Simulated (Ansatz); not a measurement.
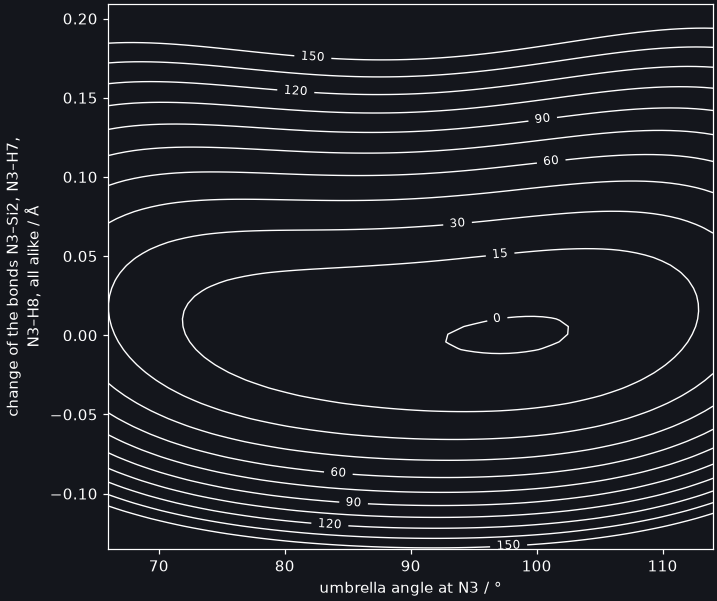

Energy landscape of H5N2Si, SMILES [NH][SiH2]N, spin multiplicity 2. First axis: umbrella angle at N3 (between each of its bonds and their common axis; 90 is planar). Second axis: change of the bonds N3–Si2, N3–H7, N3–H8, all alike. Nothing is relaxed (all other coordinates rigid). The scan uses a 15 × 15 grid. Points are written as (first, second). All energies are given in kJ/mol relative to the lowest grid point. Level of theory: UHF/def2-TZVP (Ansatz).

The picture shows contour lines labelled in kJ/mol (none above 150). Between grid points the surface is interpolated. 

What does the map say about the system?

Answer. The lowest grid point is at (100.3°, 0.012 Å). No other kind of well shows on this grid. The highest grid point, (66.0°, −0.135 Å), lies 218 kJ/mol above the lowest. Round the minimum the valley is somewhat tilted: raising the first coordinate shifts the best value of the second coordinate upwards (coupling k₁₂/√(k₁₁k₂₂) about −0.3).

Time for the 225 points that were run: 29 min on 1 thread of Intel(R) Xeon(R) Platinum 8259CL CPU @ 2.50GHz (Skylake/Cascade Lake), with other jobs on the host.
